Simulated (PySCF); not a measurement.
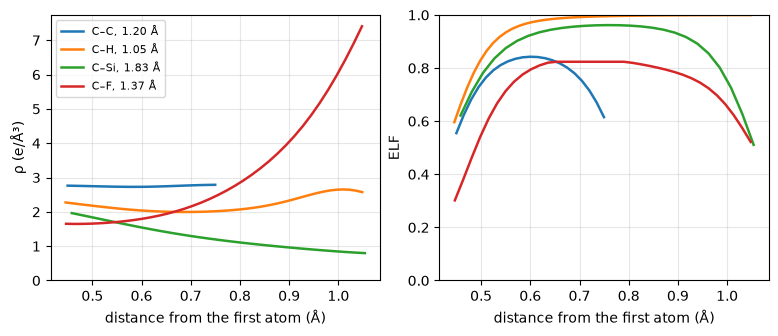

Figure. C6H5FSi. Electron density and electron localisation function along straight lines between neighbouring atoms. The curves leave out the atomic cores.

Geometry: GFN2-xTB.

All numbers below come from PBE0/pcSseg-1, SCF density, gas phase, non-relativistic in PySCF 2.14.0.

```tsv
atom	x (Å)	y (Å)	z (Å)
C	-1.2802	-0.9130	-2.1717
C	-1.2653	-0.3852	-1.0947
C	-1.2101	0.2441	0.1783
C	-0.3457	1.5113	0.3050
F	-0.9754	2.5787	0.8992
Si	0.2884	0.0626	1.3521
C	1.7669	-0.7804	0.6720
C	2.7374	-1.3557	0.2540
H	-1.3167	-1.3725	-3.1134
H	-2.1856	0.3386	0.6465
H	0.1473	1.8539	-0.6001
H	0.0508	0.0690	2.7812
H	3.5839	-1.8510	-0.1261
```

Q: What kind of bonding do the profiles show?

A: C–C (1.20 Å): ρ at the midpoint is about 2.7 e/Å³; the ELF peaks at about 0.85 between the atoms; a short, multiple covalent bond.
C–H (1.05 Å): ρ at the midpoint is about 2.1 e/Å³; the ELF climbs to about 1 towards the hydrogen, as it does in any bond to H: an ordinary covalent bond to hydrogen.
C–Si (1.83 Å): the density is about 0.94 e/Å³ at the midpoint; the ELF peaks at about 0.95 between the atoms, as expected for a shared electron pair.
C–F (1.37 Å): ρ is about 2.1 e/Å³ halfway, with its minimum of 1.6 e/Å³ about 0.5 Å from C; the ELF peaks at about 0.80 between the atoms; a shared but strongly polarised pair.
